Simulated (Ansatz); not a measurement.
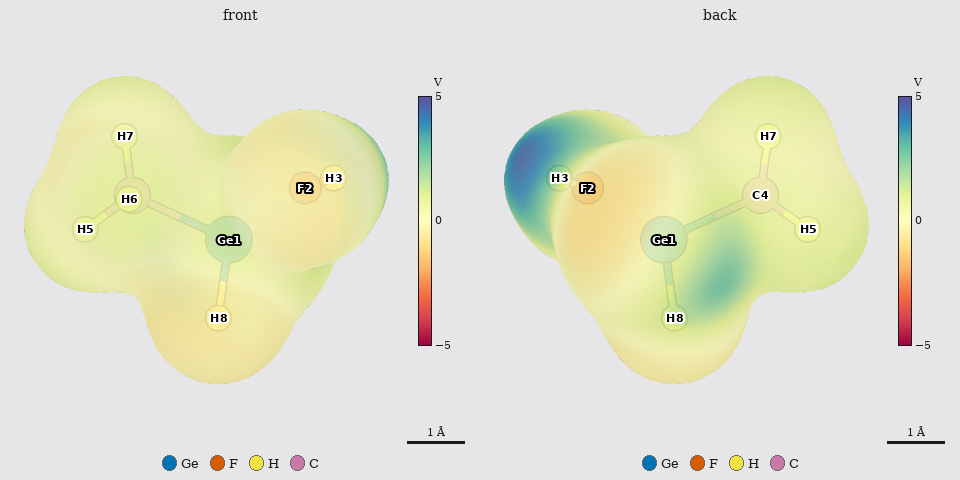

CH4Ge···HF. The electrostatic potential painted on the density surface at 0.004 e/bohr³, seen from the front and from behind; the colour scale runs from red (negative) to blue (positive).

Computed with RKS PBE-D4/def2-SVP in Ansatz.

Input file:

```
crystal:
  periodic: [false, false, false]
  atoms:
    - { symbol: Ge, position_ang: [0.041424, -0.171194, -0.883369] }
    - { symbol: F, position_ang: [1.388782, 0.106994, 1.637824] }
    - { symbol: H, position_ang: [2.044725, -0.053283, 0.992265] }
    - { symbol: C, position_ang: [-1.00211, 1.549894, -0.820007] }
    - { symbol: H, position_ang: [-2.092385, 1.421723, -0.950211] }
    - { symbol: H, position_ang: [-0.836352, 1.953053, 0.206958] }
    - { symbol: H, position_ang: [-0.612472, 2.307225, -1.531783] }
    - { symbol: H, position_ang: [-1.102213, -1.074012, -0.185576] }
basis:
  gaussian: { orbitals: def2-SVP }
hamiltonian:
  xc: pbe
  dispersion: d4
relax:
  f_tol: 0.03
  max_steps: 50
output:
  orbitals: {}
```

Command:

```sh
ansatz run input.yaml --threads 2 --pin off --max-ram 3072MiB --backend cpu --events-out ev --progress --plain --runs-dir out
```

The fields are those of the run's last geometry, not of the input's.

**Which sites attract a positive test charge, and which a negative one?**

A positive charge is drawn to the negative regions and a negative charge to the positive ones. The most negative region (about −0.9 V) lies over Ge1, the most positive (about +4.3 V) over H3.
